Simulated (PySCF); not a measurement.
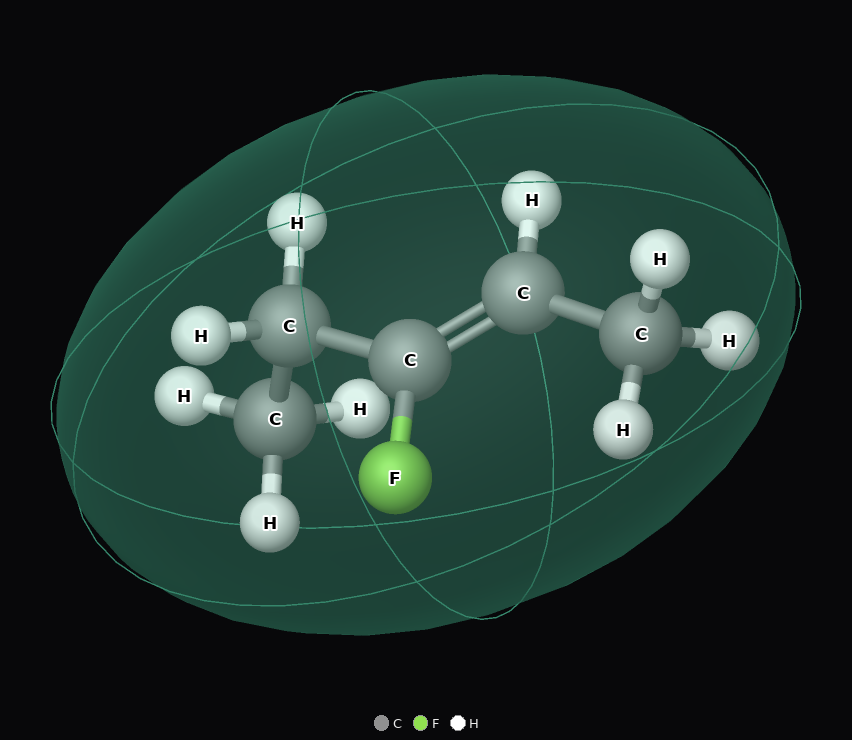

The ellipsoid shows the static dipole polarisability: its half-axes are proportional to the principal values. The geometry was computed by an optimisation with GFN2-xTB. No frequency run is at hand to confirm it as a minimum. Method: CAM-B3LYP/def2-SVPD (PySCF 2.14.0).

How large and how anisotropic is the polarisability?

Answer. Principal values 52.2, 56.5, 81.8 bohr³; mean 63.5 bohr³ (9.41 Å³); anisotropy 27.7 bohr³, so the longest axis is 1.57 times the shortest.
